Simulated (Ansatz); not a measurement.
**C2H3F3 (SMILES CC(F)(F)F): B3LYP/6-31G(d) (Cartesian functions)**

Aim: the vertical singlet–triplet gap of C2H3F3 at B3LYP/6-31G* (Cartesian functions), from 2 runs. 

Program for the calculation: Ansatz 0.2.0.

53 further runs of the same task are left out: 1 that didn't finish, 52 set aside as unsound or not needed.

## (1) The molecule

C2H3F3 has 8 atoms, charge 0, and is taken as a singlet. As SMILES, `CC(F)(F)F`. Geometry: relaxed at PBE0-D4/def2-TZVP.

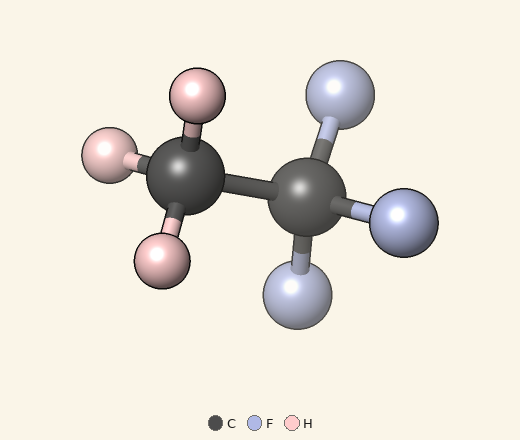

The structure, seen from a chosen angle (carbon dark grey, fluorine light blue, hydrogen pink).

## (2) The energy at B3LYP/6-31G(d) (Cartesian functions)

input.yaml reads:

```yaml
crystal:
  periodic: [false, false, false]
  atoms:
    - {symbol: C, position_ang: [-0.615400, -0.141500, 0.471500]}
    - {symbol: C, position_ang: [0.557600, 0.109900, -0.423700]}
    - {symbol: F, position_ang: [1.692800, -0.382000, 0.093900]}
    - {symbol: F, position_ang: [0.395200, -0.458200, -1.627700]}
    - {symbol: F, position_ang: [0.754200, 1.420300, -0.629900]}
    - {symbol: H, position_ang: [-0.441600, 0.335800, 1.434900]}
    - {symbol: H, position_ang: [-0.738000, -1.214600, 0.611200]}
    - {symbol: H, position_ang: [-1.512600, 0.273100, 0.014000]}
basis:
  gaussian:
    orbitals: "6-31G*"
hamiltonian:
  xc: {name: B3LYP}
accuracy: high
output: {orbitals: {seedname: orbitals}}
```

The run is started by

```sh
$ ansatz run input.yaml --threads 1 --pin off --max-ram 3480MiB --events-out events.jsonl --progress --plain --runs-dir runs
```

What it wrote:

```text
Warning: RAYON_NUM_THREADS=1 ignored (pool sized by the plan → 1); use --threads N
Functional definition: B3LYP
  name "B3LYP"
  parameter a0 = 0.2
  parameter ax = 0.72
  parameter ac = 0.81
  exchange = (1 - a0 - ax)*slater_x + ax*b88_x + a0*exact_x
  correlation = (1 - ac)*vwn_rpa_c + ac*lyp_c
1823 factors; integrals over basis functions are off by at most 3.2e-9 eV
mean field evaluation 1: about -10269.4018 eV, gradient 5.0e1 eV
mean field evaluation 2: about -10267.6601 eV, gradient 6.0e1 eV
mean field evaluation 4: about -10273.6831 eV, gradient 1.5e0 eV
mean field evaluation 8: about -10273.7806 eV, gradient 1.0e-1 eV
mean field evaluation 16: about -10273.7807 eV, gradient 4.6e-6 eV
mean field -10273.78065066 eV, -377.5544750932 hartree, gradient 1.0e-8 eV, S^2 0.000000; 0 other end points of the search recorded, 0 dependent functions left out
reference -10273.78067574 eV, -377.5544760147 hartree; 21, 21 occupied and 60, 60 virtual orbitals, 1823 factors
Total energy: -10273.78067574 eV, -377.5544760147 hartree
```

Wall time 7.2 s (1 thread of Arm Neoverse V1, shared host); peak memory 0.25 GiB.

## (3) The triplet

job.yaml reads:

```yaml
crystal:
  periodic: [false, false, false]
  atoms:
    - {symbol: C, position_ang: [-0.615400, -0.141500, 0.471500]}
    - {symbol: C, position_ang: [0.557600, 0.109900, -0.423700]}
    - {symbol: F, position_ang: [1.692800, -0.382000, 0.093900]}
    - {symbol: F, position_ang: [0.395200, -0.458200, -1.627700]}
    - {symbol: F, position_ang: [0.754200, 1.420300, -0.629900]}
    - {symbol: H, position_ang: [-0.441600, 0.335800, 1.434900]}
    - {symbol: H, position_ang: [-0.738000, -1.214600, 0.611200]}
    - {symbol: H, position_ang: [-1.512600, 0.273100, 0.014000]}
basis:
  gaussian:
    orbitals: "6-31G*"
hamiltonian:
  xc: {name: B3LYP}
magnetization:
  spin_polarized: true
  initial_magnetization: 2
accuracy: high
output: {orbitals: {seedname: orbitals}}
```

The run is started by

```sh
$ ansatz run job.yaml --threads 1 --pin off --max-ram 3480MiB --events-out events.jsonl --progress --plain --runs-dir runs
```

What it wrote, shortened:

```text
Warning: RAYON_NUM_THREADS=1 ignored (pool sized by the plan → 1); use --threads N
[... 2 set-up lines as earlier in the session ...]
[...]
1824 factors; integrals over basis functions are off by at most 3.2e-9 eV
[...]
mean field -10262.09116989 eV, -377.1248945984 hartree, gradient 9.7e-8 eV, S^2 2.003319; 16 other end points of the search recorded, 0 dependent functions left out
reference -10262.09119874 eV, -377.1248956583 hartree; 22, 20 occupied and 59, 61 virtual orbitals, 1824 factors
Total energy: -10262.09119874 eV, -377.1248956583 hartree
```

It took 2.6 min on 1 thread of Arm Neoverse V1, shared host; peak memory 0.39 GiB.

## (4) Results

Level: B3LYP/6-31G* (Cartesian functions).

```
                                        quantity          value
                           singlet: total energy  -377.55448 Eh
                            singlet: HOMO energy      -10.17 eV
                            singlet: LUMO energy        2.92 eV
                          singlet: HOMO–LUMO gap       13.09 eV
                           triplet: total energy  -377.12490 Eh
                                   triplet: ⟨S²⟩          2.003
vertical energy of the triplet above the singlet      11.689 eV
```

What this shows: At this shape the triplet lies 11.69 eV (1128 kJ/mol) above the singlet.
